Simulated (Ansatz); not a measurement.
# Preparing Al2GaP3O12 (C2) as a host crystal, part 2 of 4

Aim: the runs on the perfect crystal Al2GaP3O12 (C2) that a defect calculation needs first.

Ansatz 0.2.0; plane-wave PAW DFT, PBEsol; relaxation of the host's cell and atoms (the session's first sound run).

So far: The structure; Host cell relaxation.

## (3) Dielectric tensors of the host

The response to a uniform electric field gives the electronic dielectric tensor.

This step: plane-wave PAW DFPT, PBEsol; dielectric tensors, Born charges and zone-centre modes of the host (Ansatz 0.2.0).

eps/input.yaml reads:

```yaml
crystal:
  lattice:
    - [4.2877064056, -2.4889739973, -0.0213590029]
    - [4.2877064056, 2.4889739973, -0.0213590029]
    - [-0.0838676572, 0.0, 11.0343038487]
  atoms:
    - { symbol: Al, position: [0.5374283734, 1.001159109, 0.1674223118] }
    - { symbol: Al, position: [-0.001159109, 0.4625716266, 0.8325776882] }
    - { symbol: Ga, position: [0.466871494, 0.533128506, 0.5] }
    - { symbol: P, position: [0.4686625551, 0.5313374449, 0.0] }
    - { symbol: P, position: [0.5362209547, 0.0043642511, 0.6673952949] }
    - { symbol: P, position: [0.9956357489, 0.4637790453, 0.3326047051] }
    - { symbol: O, position: [0.4149110835, 0.9026952713, 0.5566782085] }
    - { symbol: O, position: [0.8802382903, 0.7082051044, 0.2316636956] }
    - { symbol: O, position: [0.7086137327, 0.4117782299, 0.897536156] }
    - { symbol: O, position: [0.0973047287, 0.5850889165, 0.4433217915] }
    - { symbol: O, position: [0.2917948956, 0.1197617097, 0.7683363044] }
    - { symbol: O, position: [0.5882217701, 0.2913862673, 0.102463844] }
    - { symbol: O, position: [0.4169609591, 0.843161201, 0.0503833809] }
    - { symbol: O, position: [0.841923017, 0.7364614329, 0.7162293467] }
    - { symbol: O, position: [0.7352411948, 0.399214055, 0.37217115] }
    - { symbol: O, position: [0.156838799, 0.5830390409, 0.9496166191] }
    - { symbol: O, position: [0.2635385671, 0.158076983, 0.2837706533] }
    - { symbol: O, position: [0.600785945, 0.2647588052, 0.62782885] }
basis:
  ecutwfc: 420
hamiltonian:
  xc: pbesol
kpoints:
  mp_grid: { grid: [6, 6, 3] }
scf:
  occupations: { method: fixed }
  max_iter: 100
phonons:
  method: dfpt
  dielectric: true
  rigid_motions: translations
```

Command:

```console
$ ansatz run input.yaml --threads 4 --pin off --max-ram 7536MiB --backend cpu --events-out ev --progress --plain --runs-dir out
```

Numbers of over 12 decimals in the logs are rounded to 6 here.

Output:

```text
[...]
Crystal: 18 atoms, lattice volume = 235.507 Å³
Basis set: ecut = 420 eV, 4607 PW (Γ), exchange–correlation on 72×72×150 points (8 copies of the dense FFT grid, shifted against one another)
Bands: 71, of which v1, the nominal top of the filled ones, is band 53 counted from 1 (52 counted from 0)
Symmetry: 2 space group operations
k-points: 56 of 108 (irreducible under 1 space group operation, time reversal used)
[...]
SCF iter   1: F=—  HF=-13757.112734 eV  |F-HF|=—  |Δ(HF+E_count)|=         —  Δρ=1.15e-2  dr2=2.36e-1  ethr=1.77e-3  ⟨swp⟩=5.2  Hψ=16644  notcnv=0  defer=879
[...]
SCF iter  11: F=-13757.047525 eV  HF=-13757.047525 eV  |F-HF|=4.00e-11  |Δ(HF+E_count)|=  4.37e-11  Δρ=1.48e-7  dr2=4.28e-11  ethr=1.00e-12  ⟨swp⟩=20.3  Hψ=35167  notcnv=0
SCF 1 converged in 11 iterations: F = -13757.047525 eV  dr2 = 4.28e-11
[...]
NSCF: frozen V_eff on 7 k-points
DFPT response loops at Γ: preconditioner auto → Resta (q_TF=auto, 2.388 Å⁻¹)  ε∞=3.4 (no band partly filled); β = 1.00, the filter's whole step (`scf.mixing.beta` (0.50) is not read by the response loops at its default; [...]
SCF converged after 11 iterations
Free energy (F): -13757.047525 eV
[...]
Internal energy: -13757.047525 eV  (E = F + TS)
E sigma→0 (E₀):  -13757.047525 eV
Fermi energy:    2.375028 eV
[...]
--- Band table (eV; the first three rows and the last of 56) ---
[...]
[... further k-points left out ...]
--- Phonons (Γ-DFPT): 30 representative perturbations + reference, on 56 of 108 k-points (Σ response iterations 128) ---
  k mesh reduced under 1 symmetry operation, with k and −k counted as one. Each operation leaves every solved perturbation unchanged. A smaller set is not considered because the run solves the response to a homogeneous field
  ASR residual: 1.584e-4 → 0.000e0 eV/Å²; symmetrization residual: 2.521e-5 eV/Å²
  ASR residual per site (eV/Å²): 1.04e-5 1.04e-5 8.11e-6 2.14e-5 3.53e-5 3.53e-5 6.66e-5 5.93e-5 1.58e-4 6.66e-5 5.93e-5 1.58e-4 1.06e-4 6.59e-5 1.28e-4 1.06e-4 6.59e-5 1.28e-4
  Γ frequencies (cm⁻¹): 0.00 0.00 0.00 47.87 100.42 101.05 113.81 115.29 130.73 134.63 145.28 152.98 173.34 188.21 212.21 216.43 274.35 275.39 290.38 299.70 341.17 381.19 394.45 403.65 408.27 416.48 428.61 433.95 434.63 437.56 439.74 496.28 539.08 591.70 [...]
  ε∞ (high-frequency dielectric tensor):
        2.539068    -0.000000    -0.002242
       -0.000000     2.499108     0.000000
       -0.002242     0.000000     2.553672
  ε⁰ (static dielectric tensor: ions relaxed, cell fixed):
        5.260786     0.000000     0.001757
        0.000000     4.930066    -0.000000
        0.001756    -0.000000     5.048452
  ε⁰ − ε∞ (ionic part):
        2.721718     0.000000     0.003998
        0.000000     2.430958    -0.000000
        0.003998    -0.000000     2.494780
  softest optical mode at Γ: 47.87 cm⁻¹; the repairs (sum rule, projections) moved no ω² at Γ by more than (5.10 cm⁻¹)²
  Born effective charges Z* (e; rows j = field, columns β = displacement):
    site 0:
         2.72402    0.29637    0.15024
         0.29980    3.05206    0.28078
        -0.12812   -0.25435    3.10218
    site 1:
         2.72402   -0.29637    0.15024
        -0.29980    3.05206   -0.28078
        -0.12812    0.25435    3.10218
    site 2:
         3.26330   -0.00000   -0.36113
         0.00000    2.58708    0.00000
         0.27136    0.00000    2.85037
    site 3:
         3.75381   -0.00000   -0.28977
         0.00000    3.22307    0.00000
         0.26654    0.00000    3.79878
    site 4:
         3.50293    0.18233    0.34785
         0.43705    3.57556    0.42945
        -0.33726   -0.29716    3.62033
    site 5:
         3.50293   -0.18233    0.34785
        -0.43705    3.57556   -0.42945
        -0.33726    0.29716    3.62033
    site 6:
        -1.88740   -0.30161   -0.87959
        -0.49725   -1.14675   -0.36017
        -0.75265   -0.14115   -1.74147
    site 7:
        -1.08186   -0.13668    0.16105
        -0.18355   -2.03134    0.81346
         0.28053    0.81430   -1.80435
    site 8:
        -1.65924    0.53331    0.60366
         0.47540   -1.40628   -0.54137
         0.60025   -0.63249   -1.85235
    site 9:
        -1.88740    0.30161   -0.87959
         0.49725   -1.14675    0.36017
        -0.75265    0.14115   -1.74147
    site 10:
        -1.08186    0.13668    0.16105
[...]
site 11:
[...]
site 12:
[...]
site 13:
[...]
site 14:
[...]
site 15:
[...]
site 16:
[...]
site 17:
[...]
Z* charge neutrality: 8.418e-6 e pre-enforcement
  k-mesh period / interband length: 29.7 Å / 1.08 Å = 27.59 at k = (0.0000, 0.0000, 0.0000), direct gap 5.198 eV — 14 or more, which is no proof of convergence
  optical modes at Γ without the LO–TO term, one row a degenerate level:
      ω (cm⁻¹)  modes    IR ((D/Å)²/amu)
[...]
optical modes at Γ + LO–TO along q̂ = [1.0000, 0.0000, 0.0000]:
      ω (cm⁻¹)  modes    IR ((D/Å)²/amu)
[...]
optical modes at Γ + LO–TO along q̂ = [0.0000, 1.0000, 0.0000]:
      ω (cm⁻¹)  modes    IR ((D/Å)²/amu)
[...]
optical modes at Γ + LO–TO along q̂ = [0.0000, 0.0000, 1.0000]:
      ω (cm⁻¹)  modes    IR ((D/Å)²/amu)
[...]
1019.36      1            34.0927
       1023.48      1            11.5404
       1051.78      1             0.4470
       1054.72      1             3.4666
       1071.51      1            37.7788
       1075.75      1            40.9241
       1077.20      1             0.1872
       1082.09      1            14.7463
       1098.30      1             6.4208
       1185.14      1            28.4897
       1185.87      1             0.0268
       1212.93      1            63.1961
```

Wall time 22 min (4 threads of Arm Neoverse V1, shared host); peak memory 3.8 GiB.

Electronic dielectric tensor:

```
2.54 0.00 0.00
0.00 2.50 0.00
0.00 0.00 2.55
```

Static dielectric tensor:

```
5.26 0.00 0.00
0.00 4.93 0.00
0.00 0.00 5.05
```

The principal values of the electronic dielectric tensor are 2.50, 2.54 and 2.55. The principal values of the static dielectric tensor are 4.93, 5.05 and 5.26.

## (4) Primitive cell on a dense mesh

A dense mesh gives the host's converged energy, against which the supercell's sampling is tested.

This step: plane-wave PAW DFT, PBEsol; single point of the host's primitive cell on a dense mesh (Ansatz 0.2.0).

dense/input.yaml, as its differences from eps/input.yaml of step 3:

```diff
@@ -26,2 +26,3 @@
   ecutwfc: 420
+  xc_grid: 2
 hamiltonian:
@@ -29,9 +30,5 @@
 kpoints:
-  mp_grid: { grid: [6, 6, 3] }
+  mp_grid: { grid: [7, 7, 3] }
 scf:
-  occupations: { method: fixed }
-  max_iter: 100
-phonons:
-  method: dfpt
-  dielectric: true
-  rigid_motions: translations
+  occupations: { method: fermi_dirac, width: 0.01 }
+  max_iter: 80
```

Output:

```text
[...]
Crystal: 18 atoms, lattice volume = 235.507 Å³
Basis set: ecut = 420 eV, 4607 PW (Γ), exchange–correlation on 72×72×150 points (8 copies of the dense FFT grid, shifted against one another)
Bands: 71, of which v1, the nominal top of the filled ones, is band 53 counted from 1 (52 counted from 0)
Symmetry: 2 space group operations
[...]
k-points: 44 of 147 (time reversal used)
[...]
SCF iter   1: F=—  HF=-13757.112642 eV  |F-HF|=—  |Δ(HF+E_count)|=         —  Δρ=1.15e-2  dr2=2.35e-1  ethr=1.77e-3  ⟨swp⟩=8.3  Hψ=16135  notcnv=0  defer=301
[...]
SCF iter   7: F=-13757.047442 eV  HF=-13757.047442 eV  |F-HF|=9.00e-8  |Δ(HF+E_count)|=   3.95e-6  Δρ=7.89e-6  dr2=1.31e-7  ethr=2.22e-10  ⟨swp⟩=3.0  Hψ=7567  notcnv=0
SCF 1 converged in 7 iterations: F = -13757.047442 eV  dr2 = 1.31e-7
[...]
SCF converged after 7 iterations
Free energy (F): -13757.047442 eV
[...]
Internal energy: -13757.047442 eV  (E = F + TS)
E sigma→0 (E₀):  -13757.047442 eV
Fermi energy:    4.940136 eV
[...]
```

Wall time 16 s (4 threads); peak memory 0.94 GiB; 62 s of CPU time.

## (5) Self-consistent run

This step: plane-wave PAW DFT, PBEsol; single point of the defect-free supercell, a test of its k-points (Ansatz 0.2.0).

System of this step: Al2GaP3O12 (C2). The cell holds 72 atoms: 8 Al, 4 Ga, 12 P and 48 O. Its edges and angles: a = 9.916 Å, b = 9.916 Å, c = 11.035 Å, α = 90.6°, β = 90.6°, γ = 60.3°.

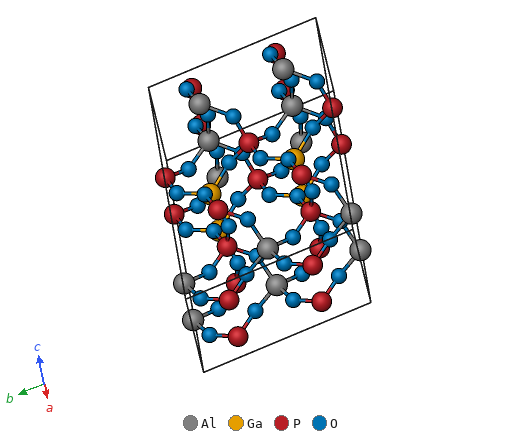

The cell of this step (aluminium grey, gallium orange, phosphorus red, oxygen blue). Some periodic images of atoms are drawn too.

pristine.sampling/input.yaml reads:

```yaml
crystal:
  lattice:
    - [8.5754128112, -4.9779479945, -0.0427180058]
    - [8.5754128112, 4.9779479945, -0.0427180058]
    - [-0.0838676572, 0.0, 11.0343038487]
  atoms:
    - { symbol: Al, position: [0.2687141867, 0.5005795545, 0.1674223118] }
    - { symbol: Al, position: [-0.0005795545, 0.2312858133, 0.8325776882] }
    - { symbol: Ga, position: [0.233435747, 0.266564253, 0.5] }
    - { symbol: P, position: [0.2343312776, 0.2656687224, 0.0] }
    - { symbol: P, position: [0.2681104774, 0.0021821256, 0.6673952949] }
    - { symbol: P, position: [0.4978178744, 0.2318895226, 0.3326047051] }
    - { symbol: O, position: [0.2074555418, 0.4513476356, 0.5566782085] }
    - { symbol: O, position: [0.4401191452, 0.3541025522, 0.2316636956] }
    - { symbol: O, position: [0.3543068664, 0.205889115, 0.897536156] }
    - { symbol: O, position: [0.0486523644, 0.2925444582, 0.4433217915] }
    - { symbol: O, position: [0.1458974478, 0.0598808548, 0.7683363044] }
    - { symbol: O, position: [0.294110885, 0.1456931336, 0.102463844] }
    - { symbol: O, position: [0.2084804795, 0.4215806005, 0.0503833809] }
    - { symbol: O, position: [0.4209615085, 0.3682307164, 0.7162293467] }
    - { symbol: O, position: [0.3676205974, 0.1996070275, 0.37217115] }
    - { symbol: O, position: [0.0784193995, 0.2915195204, 0.9496166191] }
    - { symbol: O, position: [0.1317692836, 0.0790384915, 0.2837706533] }
    - { symbol: O, position: [0.3003929725, 0.1323794026, 0.62782885] }
    - { symbol: Al, position: [0.2687141867, 1.0005795545, 0.1674223118] }
    - { symbol: Al, position: [-0.0005795545, 0.7312858133, 0.8325776882] }
    - { symbol: Ga, position: [0.233435747, 0.766564253, 0.5] }
    - { symbol: P, position: [0.2343312776, 0.7656687225, 0.0] }
    - { symbol: P, position: [0.2681104774, 0.5021821256, 0.6673952949] }
    - { symbol: P, position: [0.4978178744, 0.7318895226, 0.3326047051] }
    - { symbol: O, position: [0.2074555418, 0.9513476356, 0.5566782085] }
    - { symbol: O, position: [0.4401191452, 0.8541025522, 0.2316636956] }
    - { symbol: O, position: [0.3543068664, 0.7058891149, 0.897536156] }
    - { symbol: O, position: [0.0486523644, 0.7925444582, 0.4433217915] }
    - { symbol: O, position: [0.1458974478, 0.5598808549, 0.7683363044] }
    - { symbol: O, position: [0.294110885, 0.6456931336, 0.102463844] }
    - { symbol: O, position: [0.2084804795, 0.9215806005, 0.0503833809] }
    - { symbol: O, position: [0.4209615085, 0.8682307164, 0.7162293467] }
    - { symbol: O, position: [0.3676205974, 0.6996070275, 0.37217115] }
    - { symbol: O, position: [0.0784193995, 0.7915195205, 0.9496166191] }
    - { symbol: O, position: [0.1317692836, 0.5790384915, 0.2837706533] }
    - { symbol: O, position: [0.3003929725, 0.6323794026, 0.62782885] }
    - { symbol: Al, position: [0.7687141867, 0.5005795545, 0.1674223118] }
    - { symbol: Al, position: [0.4994204455, 0.2312858133, 0.8325776882] }
    - { symbol: Ga, position: [0.733435747, 0.266564253, 0.5] }
    - { symbol: P, position: [0.7343312775, 0.2656687224, 0.0] }
    - { symbol: P, position: [0.7681104774, 0.0021821256, 0.6673952949] }
    - { symbol: P, position: [0.9978178744, 0.2318895226, 0.3326047051] }
    - { symbol: O, position: [0.7074555418, 0.4513476356, 0.5566782085] }
    - { symbol: O, position: [0.9401191452, 0.3541025522, 0.2316636956] }
    - { symbol: O, position: [0.8543068664, 0.205889115, 0.897536156] }
    - { symbol: O, position: [0.5486523644, 0.2925444582, 0.4433217915] }
    - { symbol: O, position: [0.6458974478, 0.0598808548, 0.7683363044] }
    - { symbol: O, position: [0.7941108851, 0.1456931336, 0.102463844] }
    - { symbol: O, position: [0.7084804795, 0.4215806005, 0.0503833809] }
    - { symbol: O, position: [0.9209615085, 0.3682307164, 0.7162293467] }
    - { symbol: O, position: [0.8676205974, 0.1996070275, 0.37217115] }
    - { symbol: O, position: [0.5784193995, 0.2915195204, 0.9496166191] }
    - { symbol: O, position: [0.6317692835, 0.0790384915, 0.2837706533] }
    - { symbol: O, position: [0.8003929725, 0.1323794026, 0.62782885] }
    - { symbol: Al, position: [0.7687141867, 1.0005795545, 0.1674223118] }
    - { symbol: Al, position: [0.4994204455, 0.7312858133, 0.8325776882] }
    - { symbol: Ga, position: [0.733435747, 0.766564253, 0.5] }
    - { symbol: P, position: [0.7343312775, 0.7656687225, 0.0] }
    - { symbol: P, position: [0.7681104774, 0.5021821256, 0.6673952949] }
    - { symbol: P, position: [0.9978178744, 0.7318895226, 0.3326047051] }
    - { symbol: O, position: [0.7074555418, 0.9513476356, 0.5566782085] }
    - { symbol: O, position: [0.9401191452, 0.8541025522, 0.2316636956] }
    - { symbol: O, position: [0.8543068664, 0.7058891149, 0.897536156] }
    - { symbol: O, position: [0.5486523644, 0.7925444582, 0.4433217915] }
    - { symbol: O, position: [0.6458974478, 0.5598808549, 0.7683363044] }
    - { symbol: O, position: [0.7941108851, 0.6456931336, 0.102463844] }
    - { symbol: O, position: [0.7084804795, 0.9215806005, 0.0503833809] }
    - { symbol: O, position: [0.9209615085, 0.8682307164, 0.7162293467] }
    - { symbol: O, position: [0.8676205974, 0.6996070275, 0.37217115] }
    - { symbol: O, position: [0.5784193995, 0.7915195205, 0.9496166191] }
    - { symbol: O, position: [0.6317692835, 0.5790384915, 0.2837706533] }
    - { symbol: O, position: [0.8003929725, 0.6323794026, 0.62782885] }
basis:
  ecutwfc: 420
  xc_grid: 2
hamiltonian:
  xc: pbesol
kpoints:
  mp_grid: { grid: [1, 1, 1], shift: [0.25, 0.25, 0.25] }
scf:
  occupations: { method: fermi_dirac, width: 0.01 }
  max_iter: 80
```

Output:

```text
[...]
Crystal: 72 atoms, lattice volume = 942.028 Å³
Basis set: ecut = 420 eV, 18429 PW (Γ), exchange–correlation on 144×144×150 points (8 copies of the dense FFT grid, shifted against one another)
Bands: 284, of which v1, the nominal top of the filled ones, is band 212 counted from 1 (211 counted from 0)
Symmetry: 8 space group operations
[...]
k-points: 1
[...]
SCF iter   1: F=—  HF=-55028.421459 eV  |F-HF|=—  |Δ(HF+E_count)|=         —  Δρ=1.13e-2  dr2=9.11e-1  ethr=1.77e-3  ⟨swp⟩=6.0  Hψ=1300  notcnv=0  defer=63
[...]
SCF iter   7: F=-55028.163281 eV  HF=-55028.163280 eV  |F-HF|=2.56e-7  |Δ(HF+E_count)|=   1.85e-5  Δρ=1.01e-5  dr2=8.29e-7  ethr=2.22e-10  ⟨swp⟩=4.0  Hψ=770  notcnv=0
SCF 1 converged in 7 iterations: F = -55028.163281 eV  dr2 = 8.29e-7
[...]
SCF converged after 7 iterations
Free energy (F): -55028.163281 eV
[...]
Internal energy: -55028.163281 eV  (E = F + TS)
E sigma→0 (E₀):  -55028.163281 eV
Fermi energy:    5.071407 eV
[...]
```

Wall time 10 s (4 threads); peak memory 1.6 GiB; 38 s of CPU time.

This step gave:

```
energy over dense mesh : 3.68e-4 eV/atom
```

(Part 2 of 4 ends here.)

[Logs are printed without paths, hosts, clocks, repeated set-up lines and the standing remarks that a program may print on its own settings, such as how far it seeks lower states.]

[Hosts, paths, dates, database ids (printed as entryN), source tags and the programs' standing remarks are cut or masked in the printed files.]

[Runs of the host that timed out are not shown.]

[For some hosts the program warned that the k-mesh of the response run may be too coarse for force constants and the static dielectric constant; such warnings are not always shown.]
